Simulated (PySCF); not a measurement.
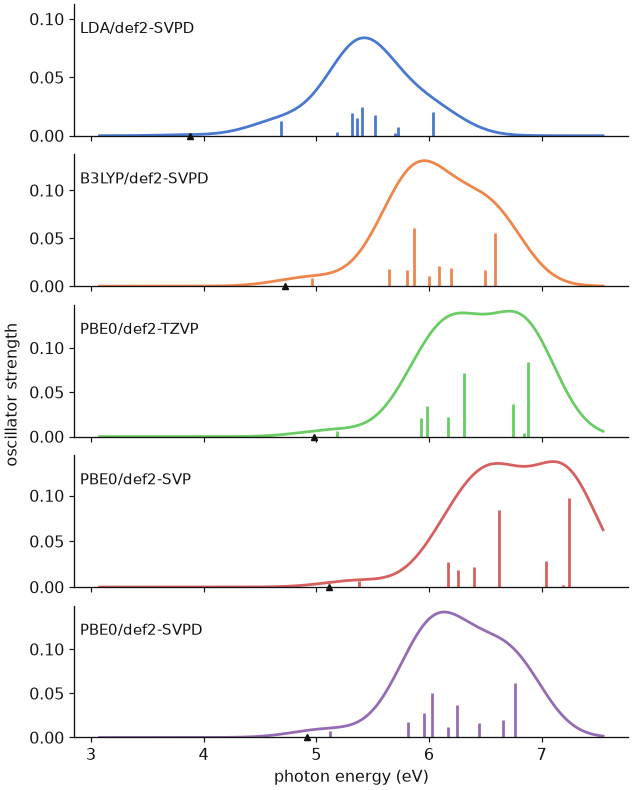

Vertical TDDFT spectra of C₃H₅ClSeSi, SMILES Cl[SiH2][Se]C1C=C1 at one geometry and several levels (PySCF 2.14.0, at a PBE0-D3(BJ)/def2-SVP geometry (no frequency check)); sticks with Gaussians of 1/e half-width 0.40 eV, the triangle marks S1, which has the same leading orbital pair at all these levels. Only the lowest states were computed, so the high end is incomplete. States within 0.01 eV of each other are merged, with their strengths summed. The highest state may be half of a pair whose partner wasn't computed.

> How far does S1 move with the level of theory?

From lowest to highest: LDA/def2-SVPD 3.88 eV, B3LYP/def2-SVPD 4.72 eV, PBE0/def2-SVPD 4.92 eV, PBE0/def2-TZVP 4.98 eV, PBE0/def2-SVP 5.11 eV; a spread of 1.23 eV.

Limits of at least one run: core orbitals are frozen in the response; def2-SVP has no diffuse functions, so states with Rydberg character are missing or too high; def2-TZVP has no diffuse functions, so states with Rydberg character are missing or too high; one conformer of a flexible molecule; spin-orbit coupling is left out, and with Se it can shift these levels and split any degenerate set; states above the negative HOMO energy depend on the basis.
